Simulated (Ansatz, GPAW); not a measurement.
# A 6-layer slab of Cu(111): converging a work function, part 2 of 2

Aim: the settings at which the work function of a 6-layer slab of Cu(111) stops moving.

GPAW 26.7.0 and Ansatz 0.2.0; Ansatz plane waves; slab in vacuum with a dipole correction, relaxation (the session's first sound run).

So far, upper work function (eV): step 2 (relaxing the atoms, PBE) 4.80; step 3 (the slab's potential, PBE, GPAW) 4.78.

## 4. Cutoff 200

Level of this step: GPAW, PAW setups; slab in vacuum (GPAW).

The cutoff limits how sharply the smooth valence waves can vary, which tells mostly near the atoms.

run.py reads:

```python
import json
import numpy as np
from ase import Atoms
from gpaw import GPAW, PW

slab = Atoms(
    ['Cu', 'Cu', 'Cu', 'Cu', 'Cu', 'Cu'],
    positions=[
        [1.27633, 0.73689, 7.00000],
        [2.55266, 1.47378, 9.08423],
        [0.00000, 0.00000, 11.16847],
        [1.27633, 0.73689, 13.25678],
        [2.55266, 1.47378, 15.34491],
        [0.00000, -0.00000, 17.42983]],
    cell=[[2.55266, 0.0, 0.0], [1.27633, 2.21066, 0.0], [0.0, 0.0, 24.42117]],
    pbc=[True, True, False])

slab.calc = GPAW(mode=PW(200), xc='PBE', kpts={'size': (14, 14, 1), 'gamma': True},
                 occupations={'name': 'fermi-dirac', 'width': 0.1}, nbands='140%',
                 convergence={'density': 1e-05}, maxiter=200,
                 poissonsolver={'dipolelayer': 'xy'},
                 symmetry={'tolerance': 1e-3}, txt='slab.txt')
result = {}
energy = slab.get_potential_energy()
fermi = slab.calc.get_fermi_level()
v = slab.calc.get_electrostatic_potential().mean((0, 1)) - fermi
n = slab.calc.get_pseudo_density().mean((0, 1))
L = slab.cell[2, 2]
z = np.arange(len(v)) * L / len(v)
low, high = slab.positions[:, 2].min(), slab.positions[:, 2].max()
below, above = np.interp([low - 4.8, high + 4.8], z, v)
slopes = [np.interp(x, z, np.gradient(v, z)) for x in (low - 4.8, high + 4.8)]
eps = np.array([[slab.calc.get_eigenvalues(k, s) for k in range(len(slab.calc.get_ibz_k_points()))]
                for s in range(slab.calc.get_number_of_spins())]) - fermi
top, bottom = eps[eps < 0].max(), eps[eps > 0].min()
dipole = slab.get_dipole_moment()[2]
print(f'energy {energy:.4f} eV, Fermi level {fermi:.4f} eV, dipole {dipole:.5f} e A')
print(f'potential 4.8 A off the faces, from the Fermi level: lower {below:.4f} eV, upper {above:.4f} eV')
print(f'slope of the potential there: lower {slopes[0]:.5f}, upper {slopes[1]:.5f} eV/A')
print(f'nearest levels on the mesh: {top:.4f} and {bottom:.4f} eV')
print('magnetic moment', round(slab.get_magnetic_moment(), 3))
result.update(energy=energy, fermi=fermi, dipole=dipole, below=below, above=above, slopes=slopes, edges=[top, bottom],
              z=z.tolist(), v=v.tolist(), n=n.tolist(), positions=slab.positions.tolist(),
              forces=slab.get_forces(apply_constraint=False).tolist(), moments=slab.get_magnetic_moments().tolist())
json.dump(result, open('result.json', 'w'))
```

Command:

```console
$ OMP_NUM_THREADS=1 OPENBLAS_NUM_THREADS=1 python run.py
```

Log:

```text
energy -6.1455 eV, Fermi level 1.7853 eV, dipole 0.00079 e A
potential 4.8 A off the faces, from the Fermi level: lower 4.8528 eV, upper 4.8526 eV
slope of the potential there: lower -0.02228, upper 0.02248 eV/A
nearest levels on the mesh: -0.0018 and 0.1270 eV
magnetic moment 0.0
```

The job ended after 2.5 min (1 thread of Intel Xeon at 2.70GHz, shared host; peak memory 0.16 GiB).

The run finished. A setting was moved off its sound value on purpose, so it serves as a test and not as the result.

The fault put into the input: a cutoff under that of the base run: the energy of the cell lies 14 eV from the base value, and the vacuum potential tilts (ecut = 200).

## 5. Cutoff 300

The cutoff limits how sharply the smooth valence waves can vary, which tells mostly near the atoms.

run.py: that of step 4 with these lines changed.

```diff
@@ -17,3 +17,3 @@
 
-slab.calc = GPAW(mode=PW(200), xc='PBE', kpts={'size': (14, 14, 1), 'gamma': True},
+slab.calc = GPAW(mode=PW(300), xc='PBE', kpts={'size': (14, 14, 1), 'gamma': True},
                  occupations={'name': 'fermi-dirac', 'width': 0.1}, nbands='140%',
```

Log:

```text
energy -19.4358 eV, Fermi level 1.8728 eV, dipole 0.00075 e A
potential 4.8 A off the faces, from the Fermi level: lower 4.7958 eV, upper 4.7959 eV
slope of the potential there: lower -0.00031, upper 0.00022 eV/A
nearest levels on the mesh: -0.0240 and 0.0154 eV
magnetic moment 0.0
```

Run time: 99 s. Hardware: 1 thread; peak memory 0.19 GiB.

The run finished. A setting was moved off its sound value on purpose, so it serves as a test and not as the result.

The fault put into the input: a cutoff under that of the base run: the energy of the cell lies 0.90 eV from the base value (ecut = 300).

The two runs compared:

```tsv
quantity	this run	sound run	difference
upper work function (eV)	4.7959	4.7813	0.0146
lower work function (eV)	4.7958	4.7803	0.0155
```

## 6. Cutoff 700: ecut = 700

The cutoff limits how sharply the smooth valence waves can vary, which tells mostly near the atoms.

run.py: that of step 5 with these lines changed.

```diff
@@ -17,3 +17,3 @@
 
-slab.calc = GPAW(mode=PW(300), xc='PBE', kpts={'size': (14, 14, 1), 'gamma': True},
+slab.calc = GPAW(mode=PW(700), xc='PBE', kpts={'size': (14, 14, 1), 'gamma': True},
                  occupations={'name': 'fermi-dirac', 'width': 0.1}, nbands='140%',
```

Log:

```text
energy -21.2043 eV, Fermi level 1.8733 eV, dipole 0.00077 e A
potential 4.8 A off the faces, from the Fermi level: lower 4.7737 eV, upper 4.7743 eV
slope of the potential there: lower -0.00067, upper 0.00060 eV/A
nearest levels on the mesh: -0.0246 and 0.0139 eV
magnetic moment 0.0
```

Run time: 4.7 min. Hardware: 1 thread; peak memory 0.33 GiB.

This step gave:

- dipole along the normal: 7.70e-4 e·Å
- levels nearest the Fermi level on the mesh: -0.02458, 0.01389 eV from the Fermi level
- upper work function: 4.774 eV
- lower work function: 4.774 eV

The electrostatic potential energy of an electron (without an applied field's), less the Fermi level, planar mean oscillates, so the rows of the table below give means over windows of 2.08 Å about each position, cut where the curve ends. Its maxima inside the range that stand out by 2 % of the span (Å: eV): 8.1: -0.0508, 10.1: -0.0657, 12.2: 0.00352, 14.3: -0.0313, 16.4: -0.0556. Its minima: 7.0: -19.0, 9.1: -19.1, 11.2: -19.1, 13.3: -19.1, 15.4: -19.0, 17.4: -19.0.

Electrostatic potential energy of an electron (without an applied field's), less the Fermi level, planar mean against z; means over each step:

```tsv
z (Å)	electrostatic potential energy of an electron (without an applied field's), less the Fermi level, planar mean (eV)
1.04	4.77
3.12	4.77
5.20	3.64
7.28	-7.99
9.36	-8.15
11.44	-8.11
13.52	-8.11
15.60	-8.15
17.68	-7.47
19.76	4.48
21.84	4.77
23.92	4.77
```

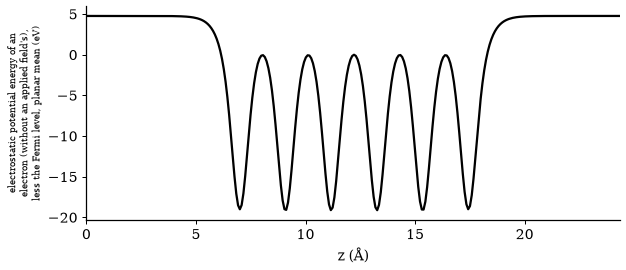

Electrostatic potential energy of an electron (without an applied field's), less the Fermi level, planar mean, plotted against z.

The pseudo valence density, planar mean oscillates, so the rows of the table below give means over windows of 2.12 Å about each position, cut where the curve ends. Its maxima inside the range that stand out by 2 % of the span (Å: e/Å³): 7.0: 2.43, 9.1: 2.42, 11.2: 2.36, 13.2: 2.35, 15.3: 2.40, 17.4: 2.43. Its minima: 8.0: 0.245, 10.1: 0.243, 12.2: 0.241, 14.3: 0.241, 16.4: 0.243.

Table of pseudo valence density, planar mean by z; means over each step:

```tsv
z (Å)	pseudo valence density, planar mean (e/Å³)
1.06	0
3.18	2.5e-4
5.30	0.0608
7.42	0.923
9.54	0.928
11.66	0.928
13.78	0.929
15.90	0.931
18.02	0.812
20.14	0.00419
22.26	1.9e-5
```

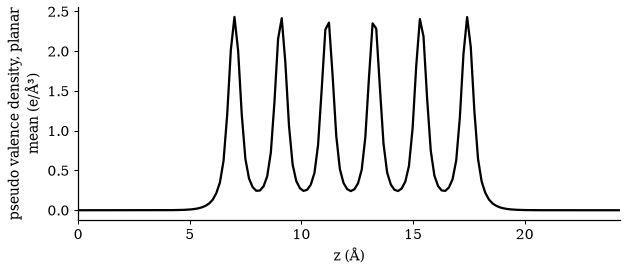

Pseudo valence density, planar mean against z.

Force by atom:

```tsv
atom	x (eV/Å)	y (eV/Å)	z (eV/Å)	size
Cu1	0.0000	0.0000	-0.0679	0.0679
Cu2	0.0000	0.0000	-0.0315	0.0315
Cu3	0.0000	0.0000	0.0148	0.0148
Cu4	0.0000	0.0000	0.0017	0.0017
Cu5	0.0000	0.0000	0.0181	0.0181
Cu6	0.0000	0.0000	0.0639	0.0639
```

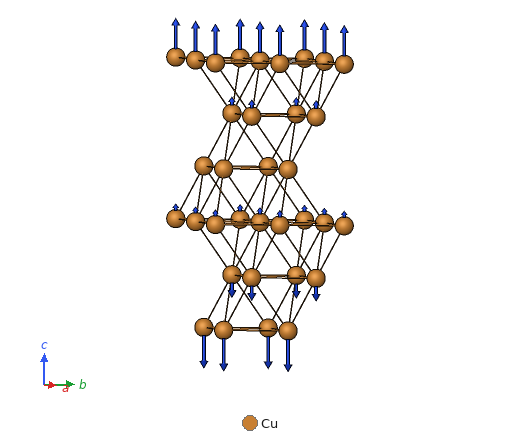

Force as arrows, the longest 0.0679 eV/Å. 2×2×1 cells are drawn. Some periodic images of atoms are drawn too.

The upper face's work function is 4.774 eV, against 4.781 eV in the first plane-wave PBE run at this geometry.

## 7. K mesh 5×5

The mesh in the plane samples the bands: a metal's Fermi level needs it dense, and band edges must lie on it.

run.py: that of step 6 with these lines changed.

```diff
@@ -17,3 +17,3 @@
 
-slab.calc = GPAW(mode=PW(700), xc='PBE', kpts={'size': (14, 14, 1), 'gamma': True},
+slab.calc = GPAW(mode=PW(400), xc='PBE', kpts={'size': (5, 5, 1), 'gamma': True},
                  occupations={'name': 'fermi-dirac', 'width': 0.1}, nbands='140%',
```

Log:

```text
energy -20.6364 eV, Fermi level 1.6773 eV, dipole 0.00078 e A
potential 4.8 A off the faces, from the Fermi level: lower 4.9902 eV, upper 4.9905 eV
slope of the potential there: lower -0.00098, upper 0.00098 eV/A
nearest levels on the mesh: -0.1941 and 0.0619 eV
magnetic moment 0.0
```

The job ended after 43 s (1 thread; peak memory 0.17 GiB).

The run finished with changed settings (kpts = [5, 5]); it serves as a test.

The two runs compared:

```tsv
quantity	this run	sound run	difference
upper work function (eV)	4.9905	4.7813	0.209
lower work function (eV)	4.9902	4.7803	0.210
```

The two runs differ clearly in the lower work function: 4.99 eV against 4.78 eV.

## 8. K mesh 8×8

The mesh in the plane samples the bands: a metal's Fermi level needs it dense, and band edges must lie on it.

run.py: that of step 7 with these lines changed.

```diff
@@ -17,3 +17,3 @@
 
-slab.calc = GPAW(mode=PW(400), xc='PBE', kpts={'size': (5, 5, 1), 'gamma': True},
+slab.calc = GPAW(mode=PW(400), xc='PBE', kpts={'size': (8, 8, 1), 'gamma': True},
                  occupations={'name': 'fermi-dirac', 'width': 0.1}, nbands='140%',
```

Log:

```text
energy -20.2458 eV, Fermi level 1.7955 eV, dipole 0.00077 e A
potential 4.8 A off the faces, from the Fermi level: lower 4.8651 eV, upper 4.8656 eV
slope of the potential there: lower -0.00092, upper 0.00092 eV/A
nearest levels on the mesh: -0.0649 and 0.0471 eV
magnetic moment 0.0
```

The job ended after 81 s (1 thread; peak memory 0.18 GiB).

The run finished with changed settings (kpts = [8, 8]); it serves as a test.

The two runs compared:

```tsv
quantity	this run	sound run	difference
upper work function (eV)	4.8656	4.7813	0.0843
lower work function (eV)	4.8651	4.7803	0.0848
```

The two runs differ clearly in the lower work function: 4.87 eV against 4.78 eV.

## 9. K mesh 21×21: kpts = [21, 21]

The mesh in the plane samples the bands: a metal's Fermi level needs it dense, and band edges must lie on it.

run.py: that of step 8 with these lines changed.

```diff
@@ -17,3 +17,3 @@
 
-slab.calc = GPAW(mode=PW(400), xc='PBE', kpts={'size': (8, 8, 1), 'gamma': True},
+slab.calc = GPAW(mode=PW(400), xc='PBE', kpts={'size': (21, 21, 1), 'gamma': True},
                  occupations={'name': 'fermi-dirac', 'width': 0.1}, nbands='140%',
```

Log:

```text
energy -20.3415 eV, Fermi level 1.8725 eV, dipole 0.00077 e A
potential 4.8 A off the faces, from the Fermi level: lower 4.7947 eV, upper 4.7954 eV
slope of the potential there: lower -0.00098, upper 0.00103 eV/A
nearest levels on the mesh: -0.0015 and 0.0186 eV
magnetic moment 0.0
```

Elapsed: 6.4 min, on 1 thread; peak memory 0.27 GiB.

This step gave:

```yaml
dipole_along_the_normal: 7.67e-4 e·Å
levels_nearest_the_fermi_level_on_the_mesh: -0.001491, 0.01863 eV from the Fermi level
upper_work_function: 4.795 eV
lower_work_function: 4.795 eV
```

The upper face's work function is 4.795 eV, against 4.781 eV in the first plane-wave PBE run at this geometry.

## 10. Scheme Fermi-Dirac, smearing 0.3

Smearing changes the occupations near the Fermi level, and with them the level itself. Smearing helps the SCF of a metal converge, but it blurs occupations at band edges near the Fermi level.

run.py: that of step 9 with these lines changed.

```diff
@@ -17,4 +17,4 @@
 
-slab.calc = GPAW(mode=PW(400), xc='PBE', kpts={'size': (21, 21, 1), 'gamma': True},
-                 occupations={'name': 'fermi-dirac', 'width': 0.1}, nbands='140%',
+slab.calc = GPAW(mode=PW(400), xc='PBE', kpts={'size': (14, 14, 1), 'gamma': True},
+                 occupations={'name': 'fermi-dirac', 'width': 0.3}, nbands='140%',
                  convergence={'density': 1e-05}, maxiter=200,
```

Log:

```text
energy -20.3093 eV, Fermi level 1.8552 eV, dipole 0.00078 e A
potential 4.8 A off the faces, from the Fermi level: lower 4.8332 eV, upper 4.8336 eV
slope of the potential there: lower -0.00110, upper 0.00110 eV/A
nearest levels on the mesh: -0.0158 and 0.0467 eV
magnetic moment 0.0
```

Wall time 2.6 min (1 thread); peak memory 0.21 GiB.

This step gave:

```
dipole along the normal                    : 7.79e-4 e·Å
levels nearest the Fermi level on the mesh : -0.01577, 0.04674 eV from the Fermi level
upper work function                        : 4.834 eV
lower work function                        : 4.833 eV
```

The electrostatic potential energy of an electron (without an applied field's), less the Fermi level, planar mean oscillates, so the rows of the table below give means over windows of 2.09 Å about each position, cut where the curve ends. Its maxima inside the range that stand out by 2 % of the span (Å: eV): 8.0: -0.0297, 10.2: -0.111, 12.2: -0.0360, 14.3: -0.0767, 16.4: -0.0270. Its minima: 7.0: -19.0, 9.1: -19.1, 11.2: -19.1, 13.2: -19.1, 15.4: -19.2, 17.4: -18.9.

Electrostatic potential energy of an electron (without an applied field's), less the Fermi level, planar mean against z; means over each step:

```tsv
z (Å)	electrostatic potential energy of an electron (without an applied field's), less the Fermi level, planar mean (eV)
1.04	4.83
3.13	4.83
5.22	3.59
7.31	-7.97
9.40	-8.15
11.49	-8.12
13.58	-8.12
15.67	-8.13
17.77	-7.19
19.85	4.60
21.95	4.83
24.03	4.83
```

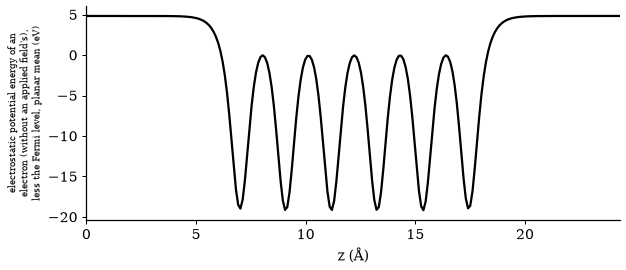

Electrostatic potential energy of an electron (without an applied field's), less the Fermi level, planar mean against z.

The upper face's work function is 4.834 eV, against 4.781 eV in the first plane-wave PBE run at this geometry.

## 11. Cost and result by level

Times are for 1 thread of Intel Xeon at 2.70GHz, shared host. Results by setting:

```tsv
no.	run	upper work function (eV)	lower work function (eV)	time	memory (GiB)
1	pw	4.781	4.780	4.6 min	0.21
2	cutoff 700	4.774	4.774	4.7 min	0.33
3	k mesh 21×21	4.795	4.795	6.4 min	0.27
4	scheme Fermi-Dirac, smearing 0.3	4.834	4.833	2.6 min	0.21
```

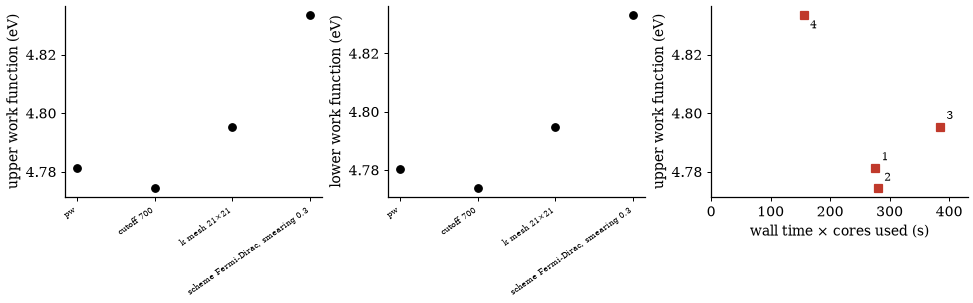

The series as plots; the last panel sets the first result against cost, with the runs numbered as in the table.

## 12. Without the dipole layer

The dipole layer is taken out and the cell repeats along the normal.

run.py: that of step 10 with these lines changed.

```diff
@@ -15,8 +15,7 @@
     cell=[[2.55266, 0.0, 0.0], [1.27633, 2.21066, 0.0], [0.0, 0.0, 24.42117]],
-    pbc=[True, True, False])
+    pbc=[True, True, True])
 
 slab.calc = GPAW(mode=PW(400), xc='PBE', kpts={'size': (14, 14, 1), 'gamma': True},
-                 occupations={'name': 'fermi-dirac', 'width': 0.3}, nbands='140%',
+                 occupations={'name': 'fermi-dirac', 'width': 0.1}, nbands='140%',
                  convergence={'density': 1e-05}, maxiter=200,
-                 poissonsolver={'dipolelayer': 'xy'},
                  symmetry={'tolerance': 1e-3}, txt='slab.txt')
```

Log:

```text
energy -20.3406 eV, Fermi level 1.8714 eV, dipole 0.00074 e A
potential 4.8 A off the faces, from the Fermi level: lower 4.7808 eV, upper 4.7811 eV
slope of the potential there: lower -0.00109, upper 0.00097 eV/A
nearest levels on the mesh: -0.0243 and 0.0143 eV
magnetic moment 0.0
```

The job ended after 1.9 min (1 thread; peak memory 0.21 GiB).

The run finished with changed settings (dipole = false and pbc_z = true); it serves as a test.

The two runs compared:

```tsv
quantity	this run	sound run	difference
upper work function (eV)	4.7811	4.7813	-2.1e-4
lower work function (eV)	4.7808	4.7803	5.4e-4
```

## 13. Side by side

Results and costs are gathered.

This step: comparison of work functions, dipole and cost (GPAW 26.7.0).

Ladder, by row:

```tsv
step	code	work function, upper (eV)	work function, lower (eV)	dipole (e Å)	wall time (s)	peak memory (GiB)	threads
pw	GPAW	4.781	4.78	7.56e-4	275.9	0.21	1
ecut200	GPAW	-	-	7.90e-4	152.6	0.16	1
ecut300	GPAW	4.796	4.796	7.55e-4	98.82	0.19	1
ecut700	GPAW	4.774	4.774	7.70e-4	280.3	0.33	1
k5	GPAW	4.991	4.99	7.75e-4	42.64	0.17	1
k8	GPAW	4.866	4.865	7.74e-4	81.21	0.18	1
k21	GPAW	4.795	4.795	7.67e-4	384.8	0.27	1
smear	GPAW	4.834	4.833	7.79e-4	155.5	0.21	1
nodip	GPAW	4.781	4.781	7.42e-4	116.8	0.21	1
```

## 14. What came out

```json
{
 "work function, both faces": "4.78 eV",
 "dipole along the normal": "7.6e-4 e Å, near the numerical noise"
}
```

In words: With plane waves and PBE the work function is 4.78 eV on the upper face and 4.78 eV on the lower. The measured value for this face is 4.9 eV (as compiled in "Anisotropic work function of elemental crystals", 2019, arxiv:1902.07811); the relaxed upper face lies 0.12 eV under it with PBE. Measured work functions scatter by a tenth of an eV or more between methods. The other smearing (Fermi-Dirac of 0.3 eV in place of Fermi-Dirac of 0.1) moves the two faces by 0.052 and 0.053 eV on the same mesh; a mesh is converged only for its smearing. Over the sound runs of the table the upper face's work function spans 4.774 (ecut700) to 4.834 eV (smear). The small printed dipole stands for a step of -24 meV from the lower to the upper face, and the probes find 1.0 meV; values this small are near the numerical noise of both. The in-plane lattice was kept as typed, which isn't the functional's own and leaves some strain; spin-orbit coupling and temperature are left out.

[Logs are printed without paths, hosts, clocks, repeated set-up lines and the standing remarks that a program may print on its own settings, such as how far it seeks lower states.]

[Hosts, paths, dates, database ids (printed as entryN), source tags and the programs' standing remarks are cut or masked in the printed files.]
